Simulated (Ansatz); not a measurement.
Si2H5OF (SMILES O[SiH](F)[SiH3]): methods side by side

Si2H5OF has 9 atoms, charge 0, and is taken as a singlet. SMILES: `O[SiH](F)[SiH3]`. The shape is that of a PBE0-D4/def2-TZVP optimisation. This is one conformer, not always the lowest.

| atom | x (Å) | y (Å) | z (Å) |
| --- | --- | --- | --- |
| O | -0.3925 | -0.6108 | 1.7681 |
| Si | -0.8315 | -0.1606 | 0.2577 |
| F | -1.7756 | 1.1338 | 0.3194 |
| Si | 1.1350 | 0.3711 | -0.8917 |
| H | -1.0505 | -1.0056 | 2.3430 |
| H | -1.6646 | -1.2154 | -0.3806 |
| H | 0.7987 | 0.8606 | -2.2552 |
| H | 1.9817 | -0.8452 | -1.0139 |
| H | 1.8878 | 1.4256 | -0.1638 |

Quantity: the vertical energy of the triplet above the singlet, in eV. The values are calculated.

```json
{"level": "HF/6-31G* (spherical functions)", "kind": "Hartree–Fock", "program": "Ansatz", "value (eV)": "6.98", "CPU time (all runs)": "10 s"}
{"level": "SVWN5/6-31G* (spherical functions)", "kind": "LDA", "program": "Ansatz", "value (eV)": "6.07", "CPU time (all runs)": "9.8 s"}
{"level": "B3LYP/6-31G* (spherical functions)", "kind": "global hybrid", "program": "Ansatz", "value (eV)": "6.51", "CPU time (all runs)": "27 s"}
{"level": "B3LYP/6-31G* (Cartesian functions)", "kind": "global hybrid", "program": "Ansatz", "value (eV)": "6.50", "CPU time (all runs)": "31 s"}
{"level": "B2PLYP/6-31G* (spherical functions)", "kind": "double hybrid", "program": "Ansatz", "value (eV)": "6.78", "CPU time (all runs)": "33 s"}
{"level": "PBE-QIDH/6-31G* (spherical functions)", "kind": "double hybrid", "program": "Ansatz", "value (eV)": "6.89", "CPU time (all runs)": "29 s"}
{"level": "RPA@PBE/6-31G* (spherical functions)", "kind": "RPA", "program": "Ansatz", "value (eV)": "6.77", "CPU time (all runs)": "35 s"}
{"level": "BCCD(T)/6-31G* (spherical functions)", "kind": "coupled cluster or CI", "program": "Ansatz", "value (eV)": "6.97", "CPU time (all runs)": "68 s"}
```

The values span 6.07 to 6.98 eV. A triplet this far above the singlet is often a Rydberg-like or dissociative state; sets without diffuse functions put Rydberg states too high. CPU times are rough (shared hosts, several kinds of processor): they show what a rung costs within a factor of a few.

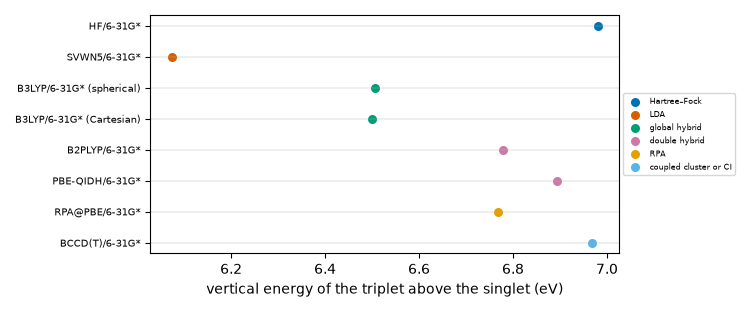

The values of the table, level by level.
